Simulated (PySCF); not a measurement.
**[BH3]− (SMILES [BH3-]) at UB3LYP/STO-3G**

What is the vertical ionisation energy of [BH3]− at UB3LYP/STO-3G? The job is set up through a Python script.

The results are computed with PySCF 2.14.0.

**1. Starting point**

The species is [BH3]− (4 atoms), meant as a doublet with charge -1. As SMILES, `[BH3-]`. The coordinates come from a GFN2-xTB relaxation.

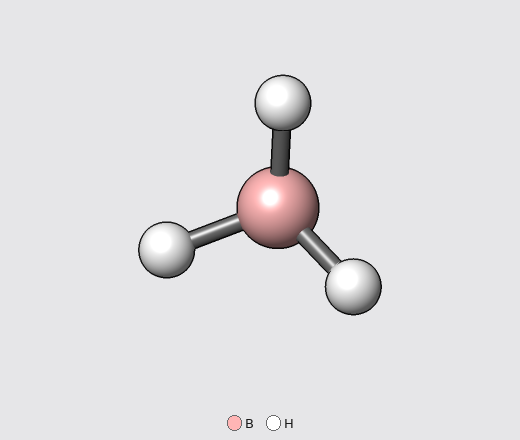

Viewed from a chosen angle; boron pink, hydrogen white.

**2. The energy at UB3LYP/STO-3G**

calc.py reads:

```python
from pyscf import gto, dft

mol = gto.M(
    atom='B 0.150430 -0.037330 -0.233800; H 0.917080 0.452560 0.628490; H -0.279230 -1.161080 0.118390; H -0.788270 0.745860 -0.513080',
    spin=1,
    basis='sto-3g',
    charge=-1,
    verbose=3,
    max_memory=1860,
)

calc0 = dft.UKS(mol)
calc0.xc = 'b3lyp'
calc0.conv_tol = 1e-10
calc0.grids.level = 4
calc0.kernel()
if not calc0.converged:
    calc0 = calc0.newton().run(calc0.mo_coeff, calc0.mo_occ)

etot = calc0.e_tot
print('Final energy', etot)
```

Command:

```bash
$ OMP_NUM_THREADS=1 python calc.py
```

The log of the run:

```text
WARN: HOMO -0.0426643935302466 >= LUMO -0.0426643935302463

converged SCF energy = -26.1204162841227  <S^2> = 0.75205242  2S+1 = 2.0020514
Final energy -26.120416284122705
```

Wall time 1.7 s (1 thread of Arm Neoverse V1, shared host); peak memory 0.14 GiB.

**3. Singlet neutral BH3, same level**

job.py reads:

```python
from pyscf import gto, dft

mol = gto.M(
    atom='B 0.150430 -0.037330 -0.233800; H 0.917080 0.452560 0.628490; H -0.279230 -1.161080 0.118390; H -0.788270 0.745860 -0.513080',
    spin=0,
    max_memory=1860,
    basis='sto-3g',
    verbose=3,
)

ks = dft.RKS(mol)
ks.xc = 'b3lyp'
ks.conv_tol = 1e-10
ks.grids.level = 4
ks.kernel()
if not ks.converged:
    ks = ks.newton().run(ks.mo_coeff, ks.mo_occ)

energy = ks.e_tot
print(f'total energy: {energy:.8f} hartree')
```

Command:

```bash
$ OMP_NUM_THREADS=1 python job.py
```

The log of the run:

```text
converged SCF energy = -26.252792759896
total energy: -26.25279276 hartree
```

Run time: 1.1 s. Hardware: 1 thread of Arm Neoverse V1, shared host; peak memory 0.14 GiB.

**4. Results**

Level: UB3LYP/STO-3G.

| quantity | value |
| --- | --- |
| doublet [BH3]−: total energy | -26.12042 Eh |
| doublet [BH3]−: HOMO energy (highest over α and β) | 7.81 eV |
| doublet [BH3]−: LUMO energy (lowest over α and β) | 13.50 eV |
| doublet [BH3]−: ⟨S²⟩ | 0.752 |
| singlet neutral BH3: total energy | -26.25279 Eh |
| singlet neutral BH3: dipole moment | 0.90 D |
| singlet neutral BH3: HOMO energy | -7.86 eV |
| singlet neutral BH3: LUMO energy | -0.17 eV |
| singlet neutral BH3: HOMO–LUMO gap | 7.69 eV |
| vertical detachment energy (to the singlet neutral) | -3.602 eV |

**Reading.** The species is unbound against losing an electron at this level, by 3.60 eV (−348 kJ/mol); missing correlation or diffuse functions can give that sign where the real anion is bound. Only the singlet of the ionised species was computed; a triplet could lie lower. In a minimal basis such a difference can be off by several eV, whatever the method. The HOMO (doublet [BH3]−) lies at positive energy, 7.81 eV; only total energies tell whether the electron is bound.
